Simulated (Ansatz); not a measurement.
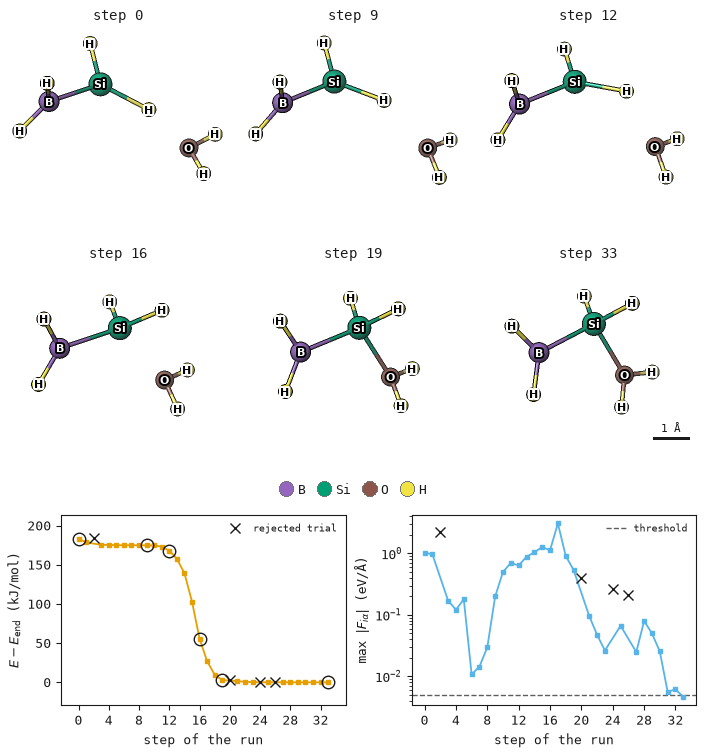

Frames of a relaxation of BSiH6O (charge +1), marked on the history of the run. Style: ball-and-stick. Shown from a free direction.

It is one of the separated reactants of a reaction.

All numbers below come from Ansatz 0.2.0, RKS PBE0-D4/def2-TZVP.

Input
```yaml
crystal:
  periodic: [false, false, false]
  atoms:
    - {symbol: B, position_ang: [-1.017948, 1.135290, -1.442868]}
    - {symbol: Si, position_ang: [0.491006, 0.342529, -0.442829]}
    - {symbol: O, position_ang: [0.515535, -2.316702, 1.372551]}
    - {symbol: H, position_ang: [-1.454592, 0.557894, -2.419204]}
    - {symbol: H, position_ang: [-1.514266, 2.179937, -1.071254]}
    - {symbol: H, position_ang: [1.278082, -2.544686, 1.941915]}
    - {symbol: H, position_ang: [1.868585, 0.754105, -0.883838]}
    - {symbol: H, position_ang: [0.421999, -0.710859, 0.693106]}
    - {symbol: H, position_ang: [-0.255954, -2.685987, 1.847568]}
basis:
  gaussian: {orbitals: def2-TZVP}
total_charge: 1
hamiltonian: {xc: pbe0, dispersion: d4}
relax: {f_tol: 0.005, max_steps: 200}
```

Launched with:
```bash
ansatz run in.yaml --threads 2 --pin off --events-out ev --progress --plain --max-ram 4352MiB
```

Question: What happens along the run?

Answer: The largest move after the best rigid fit is that of H8, 1.64 Å. By element the largest moves are H 1.64 Å, O 1.03 Å, B 0.73 Å, Si 0.66 Å. Among the contacts that change: Si2–O3 3.220 → 1.849 Å, Si2–H8 1.551 → 1.478 Å, Si2–H7 1.504 → 1.476 Å, B1–H5 1.215 → 1.189 Å. New bonds form: Si2–O3 (3.22 → 1.85 Å). Bond angles that change, for instance: B1–Si2–H8 127.5° → 116.7°, H6–O3–H9 104.1° → 111.0°, H7–Si2–H8 116.2° → 112.8°. After 29 accepted moves (33 points after the start) the energy has fallen by 183.2 kJ/mol. The largest force component goes from 1 to 0.0046 eV/Å. The line search rejected the trial steps at points 2, 20, 24, 26 of the run. From step 0 to 9: H8 moves most (0.35 Å), energy −8.32 kJ/mol. From step 9 to 12: H8 moves most (0.50 Å), energy −6.74 kJ/mol. From step 12 to 16: H8 moves most (0.76 Å), energy −112.3 kJ/mol. From step 16 to 19: H9 moves most (0.39 Å), energy −52.9 kJ/mol. From step 19 to 33: H9 moves most (0.47 Å), energy −2.92 kJ/mol.
